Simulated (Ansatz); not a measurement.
**AlH4+ (singlet): correlated methods under varied settings**

Aim: run AlH4+ (singlet) at one geometry under a spread of methods and options, and see what each costs and gives.

Computed with Ansatz 0.2.0, Gaussian basis. Level: the settings change from run to run.

30 further runs of the same task are left out: 12 for a known fault of the program, 6 that didn't finish, 12 set aside as unsound or not needed.

## 1. The geometry

The geometry is a PBE0/def2-TZVP stationary point (not a proven minimum) of the parent state, kept for this charge and spin.

5 atoms, charge 1, spin multiplicity 1.

Atoms are counted from 1 here; the program's logs count them from 0.

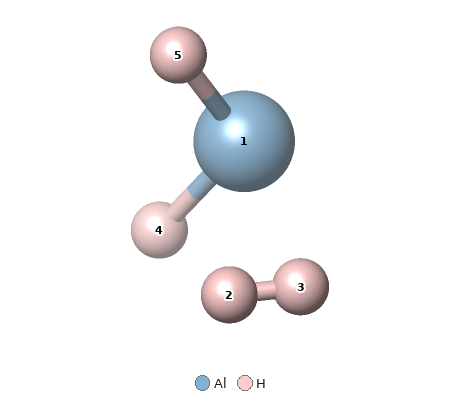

The structure; aluminium light blue, hydrogen pink; atoms are numbered from 1 in the order of the file.

## 2. CASCI(2,3)/STO-3G

in.yaml

```yaml
crystal:
  periodic: [false, false, false]
  atoms:
    - {symbol: Al, position_ang: [-0.059867, 0.000147, -0.132768]}
    - {symbol: H, position_ang: [0.448722, 0.001802, 1.985772]}
    - {symbol: H, position_ang: [-0.317066, -0.008906, 1.956389]}
    - {symbol: H, position_ang: [0.733301, 1.383310, -0.188797]}
    - {symbol: H, position_ang: [0.737612, -1.380129, -0.199290]}
basis:
  gaussian: {orbitals: STO-3G}
total_charge: 1
correlation: {active_space: {window: {electrons: 2, orbitals: 3}, fixed_orbitals: true}}
```

The run is started by

```sh
$ ansatz run in.yaml --threads 1 --pin off --events-out ev --progress --plain --max-ram 2393MiB
```

Standard output:

```text
Functional definition: HF
  name "HF"
  cite "Fock, Z. Phys. 61, 126 (1930) doi:10.1007/BF01340294"
  parent pbe
  exchange = exact_x
  correlation = 0
142 factors; integrals over basis functions are off by at most 4.2e-5 eV
mean field evaluation 1: about -6558.3170 eV, gradient 1.1e1 eV
mean field evaluation 2: about -6558.3134 eV, gradient 1.1e1 eV
mean field evaluation 4: about -6558.9311 eV, gradient 5.7e-1 eV
mean field evaluation 8: about -6558.9332 eV, gradient 4.8e-7 eV
mean field -6558.93319453 eV, -241.0363490943 hartree, gradient 8.1e-6 eV, S^2 0.000000; 0 other end points of the search recorded, 0 dependent functions left out
reference -6558.93319453 eV, -241.0363490943 hartree; 8, 8 occupied and 5, 5 virtual orbitals, 142 factors
state -6559.02004177 eV, -241.0395406717 hartree
Total energy: -6559.02004177 eV, -241.0395406717 hartree
```

It took 0.06 s on 1 thread of Intel Xeon Platinum 8488C, shared host.

From the report: 9 determinants; active occupations 1.99, 0.01, 0.00.

## 3. CASSCF(2,2)/6-31G

Changes to in.yaml since step 2:

```diff
@@ -9,4 +9,4 @@
 basis:
-  gaussian: {orbitals: STO-3G}
+  gaussian: {orbitals: 6-31G}
 total_charge: 1
-correlation: {active_space: {window: {electrons: 2, orbitals: 3}, fixed_orbitals: true}}
+correlation: {active_space: {window: {electrons: 2, orbitals: 2}}}
```

Launched as before.

Standard output:

```text
Functional definition: HF
  name "HF"
  cite "Fock, Z. Phys. 61, 126 (1930) doi:10.1007/BF01340294"
  parent pbe
  exchange = exact_x
  correlation = 0
266 factors; integrals over basis functions are off by at most 1.1e-3 eV
mean field evaluation 1: about -6634.6780 eV, gradient 8.1e0 eV
mean field evaluation 2: about -6634.6774 eV, gradient 8.0e0 eV
mean field evaluation 4: about -6635.0757 eV, gradient 3.1e-1 eV
mean field evaluation 8: about -6635.0761 eV, gradient 8.6e-5 eV
mean field -6635.07613555 eV, -243.8345505655 hartree, gradient 2.2e-6 eV, S^2 0.000000; 0 other end points of the search recorded, 0 dependent functions left out
reference -6635.07613555 eV, -243.8345505655 hartree; 8, 8 occupied and 13, 13 virtual orbitals, 266 factors
state -6635.61501677 eV, -243.8543540848 hartree
Total energy: -6635.61501677 eV, -243.8543540848 hartree
```

Wall time 0.24 s (1 thread of Intel Xeon Platinum 8488C, shared host).

From the report: 4 determinants; active occupations 1.96, 0.04.

## 4. NEVPT2(6,4)/6-31G

Changes to in.yaml since step 3:

```diff
@@ -11,2 +11,4 @@
 total_charge: 1
-correlation: {active_space: {window: {electrons: 2, orbitals: 2}}}
+correlation: {method: sc_nevpt2, electrons: outside_noble_gas, active_space: {window: {electrons: 6, orbitals: 4}}}
+accuracy: high
+scf: {lower_state_search: light}
```

Same command.

Standard output:

```text
Functional definition: HF
  name "HF"
  cite "Fock, Z. Phys. 61, 126 (1930) doi:10.1007/BF01340294"
  parent pbe
  exchange = exact_x
  correlation = 0
483 factors; integrals over basis functions are off by at most 2.6e-9 eV
mean field evaluation 1: about -6634.6774 eV, gradient 8.1e0 eV
mean field evaluation 2: about -6634.6773 eV, gradient 8.0e0 eV
mean field evaluation 4: about -6635.0758 eV, gradient 3.1e-1 eV
mean field evaluation 8: about -6635.0762 eV, gradient 1.3e-4 eV
mean field -6635.07619475 eV, -243.8345527410 hartree, gradient 1.2e-8 eV, S^2 0.000000; 0 other end points of the search recorded, 0 dependent functions left out
reference -6635.07619475 eV, -243.8345527410 hartree; 8, 8 occupied and 13, 13 virtual orbitals, 483 factors
state -6635.61762760 eV, -243.8544500310 hartree
state -6635.61762760 eV, -243.8544500310 hartree; corrected -6636.44921813 eV, -243.8850104194 hartree
Total energy: -6636.44921813 eV, -243.8850104194 hartree
```

Wall time 0.27 s (1 thread of Intel Xeon Platinum 8488C, shared host).

From the report: 16 determinants; active occupations 2.00, 2.00, 1.96, 0.04.

## 5. CCSD(T) on UHF/6-31G*

Changes to in.yaml since step 4:

```diff
@@ -9,6 +9,6 @@
 basis:
-  gaussian: {orbitals: 6-31G}
+  gaussian: {orbitals: "6-31G*"}
 total_charge: 1
-correlation: {method: sc_nevpt2, electrons: outside_noble_gas, active_space: {window: {electrons: 6, orbitals: 4}}}
+magnetization: {spin_polarized: true, initial_magnetization: 0}
+correlation: {method: ccsd_t, electrons: outside_noble_gas, diis_vectors: 4}
 accuracy: high
-scf: {lower_state_search: light}
```

The command is unchanged.

Standard output, shortened:

```text
Functional definition: HF
  name "HF"
  cite "Fock, Z. Phys. 61, 126 (1930) doi:10.1007/BF01340294"
  parent pbe
[...]
543 factors; integrals over basis functions are off by at most 3.6e-9 eV
[...]
mean field -6635.72319799 eV, -243.8583296715 hartree, gradient 1.8e-8 eV, S^2 0.000000; 3 other end points of the search recorded, 0 dependent functions left out
determinant -6635.72319799 eV, -243.8583296715 hartree, with singles and doubles -6637.99789222 eV, -243.9419231425 hartree
determinant -6632.42776105 eV, -243.7372245977 hartree, with singles and doubles -6634.52039104 eV, -243.8141273313 hartree
5 core orbitals not correlated: weight in the atoms' cores, before any rotation towards them, 1.000 or more for the frozen orbitals, at most 0.000 for the correlated occupied ones
reference -6635.72319799 eV, -243.8583296715 hartree; 3, 3 occupied and 19, 19 virtual orbitals, 543 factors
second order -1.62760950 eV of doubles, -0.00000000 eV of singles
cycle   1  -2.27466414 eV  change    3.0e-5 eV  update   2.0e-4
[...]
cycle  17  -2.27468823 eV  change  -1.4e-10 eV  update  6.1e-10
perturbative correction -0.02403885 eV, -0.0008834113 hartree
Total energy: -6638.02192507 eV, -243.9428063333 hartree
```

It took 0.48 s on 1 thread of Intel Xeon Platinum 8488C, shared host.

From the report: ⟨S²⟩ of the determinant 0.000 (pure singlet: 0.00); correlation -2.2987 eV; T1 0.018; largest double amplitude 0.05.

## 6. CCSDT(Q) on UHF/STO-3G

Changes to in.yaml since step 5:

```diff
@@ -9,6 +9,6 @@
 basis:
-  gaussian: {orbitals: "6-31G*"}
+  gaussian: {orbitals: STO-3G}
 total_charge: 1
 magnetization: {spin_polarized: true, initial_magnetization: 0}
-correlation: {method: ccsd_t, electrons: outside_noble_gas, diis_vectors: 4}
-accuracy: high
+correlation: {method: ccsdt_q, electrons: all}
+scf: {lower_state_search: full}
```

Launched as before.

Standard output, shortened:

```text
Functional definition: HF
  name "HF"
  cite "Fock, Z. Phys. 61, 126 (1930) doi:10.1007/BF01340294"
  parent pbe
[...]
199 factors; integrals over basis functions are off by at most 2.9e-8 eV
[...]
mean field -6558.93322484 eV, -241.0363502083 hartree, gradient 8.1e-6 eV, S^2 0.000000; 3 other end points of the search recorded, 0 dependent functions left out
reference -6558.93322484 eV, -241.0363502083 hartree; 8, 8 occupied and 5, 5 virtual orbitals, 199 factors
second order -1.46654736 eV of doubles, -0.00000000 eV of singles
cycle   1  -1.88648639 eV  change   -4.2e-1 eV  update   6.3e-2
[...]
cycle  10  -2.21004832 eV  change   -2.6e-7 eV  update   1.5e-6
perturbative correction -0.00053456 eV, -0.0000196447 hartree
Total energy: -6561.14380772 eV, -241.1175876308 hartree
```

It took 0.63 s on 1 thread of Intel Xeon Platinum 8488C, shared host.

From the report: ⟨S²⟩ of the determinant 0.000 (pure singlet: 0.00); correlation -2.2106 eV; T1 0.010; largest double amplitude 0.09.

## 7. BCCD(T)/def2-mTZVP

Changes to in.yaml since step 6:

```diff
@@ -9,6 +9,6 @@
 basis:
-  gaussian: {orbitals: STO-3G}
+  gaussian: {orbitals: def2-mTZVP}
 total_charge: 1
 magnetization: {spin_polarized: true, initial_magnetization: 0}
-correlation: {method: ccsdt_q, electrons: all}
-scf: {lower_state_search: full}
+hamiltonian: {xc: {name: B3LYP}}
+correlation: {method: bccd_t, electrons: valence}
```

The command is unchanged.

Standard output, shortened:

```text
Functional definition: B3LYP
  name "B3LYP"
  cite "Stephens, Devlin, Chabalowski & Frisch, J. Phys. Chem. 98, 11623 (1994) doi:10.1021/j100096a001"
  cite "Becke, Phys. Rev. A 38, 3098 (1988) doi:10.1103/PhysRevA.38.3098"
  cite "Lee, Yang & Parr, Phys. Rev. B 37, 785 (1988) doi:10.1103/PhysRevB.37.785"
  cite "Vosko, Wilk & Nusair, Can. J. Phys. 58, 1200 (1980) doi:10.1139/p80-159"
[...]
340 factors; integrals over basis functions are off by at most 1.5e-3 eV
[...]
mean field -6652.47666617 eV, -244.4740082711 hartree, gradient 3.3e-6 eV, S^2 0.000000; 0 other end points of the search recorded, 0 dependent functions left out
5 core orbitals not correlated: weight in the atoms' cores, before any rotation towards them, 1.000 or more for the frozen orbitals, at most 0.000 for the correlated occupied ones
reference -6635.92651458 eV, -243.8658014183 hartree; 3, 3 occupied and 26, 26 virtual orbitals, 340 factors
second order -1.71305853 eV of doubles, -0.14067081 eV of singles
cycle   1  -2.21201552 eV  change   -3.6e-1 eV  update   5.4e-2
[...]
cycle   9  -2.42124977 eV  change    2.8e-6 eV  update   6.0e-6
perturbative correction -0.02556433 eV, -0.0009394718 hartree
Total energy: -6638.37332868 eV, -243.9557201781 hartree
```

Run time: 0.78 s. Hardware: 1 thread of Intel Xeon Platinum 8488C, shared host.

From the report: ⟨S²⟩ of the determinant 0.000 (pure singlet: 0.00); correlation -2.4468 eV; largest double amplitude 0.05.

## 8. The runs in one table

Where basis and cores are those of an earlier FCI/6-31G run (-6637.1459 eV), and the state is the same kind, the miss against it is given.

```tsv
level	correlated	functions	energy (eV)	from FCI (meV)	time
CASCI(2,3)/STO-3G		13	-6559.0200		0.06 s
CASSCF(2,2)/6-31G		21	-6635.6150	1530.9	0.24 s
NEVPT2(6,4)/6-31G	outside noble gas	21	-6636.4492	696.7	0.27 s
CCSD(T) on UHF/6-31G*	outside noble gas	27	-6638.0219		0.48 s
CCSDT(Q) on UHF/STO-3G	all	13	-6561.1438		0.63 s
BCCD(T)/def2-mTZVP (on B3LYP orbitals)	valence	34	-6638.3733		0.78 s
```

## 9. Results

| quantity | value |
| --- | --- |
| runs | 6 |
| quickest | CASCI(2,3)/STO-3G, 0.06 s |
| slowest | BCCD(T)/def2-mTZVP (on B3LYP orbitals), 0.78 s |

**Reading.** Total energies in different bases, with other cores or another treatment of relativity can't be set against each other. BCCD(T)/def2-mTZVP (on B3LYP orbitals) took 13 times as long as CASCI(2,3)/STO-3G; the jobs differ in more than the method. Hartree-Fock, CASSCF and CASCI lack dynamic correlation by design.
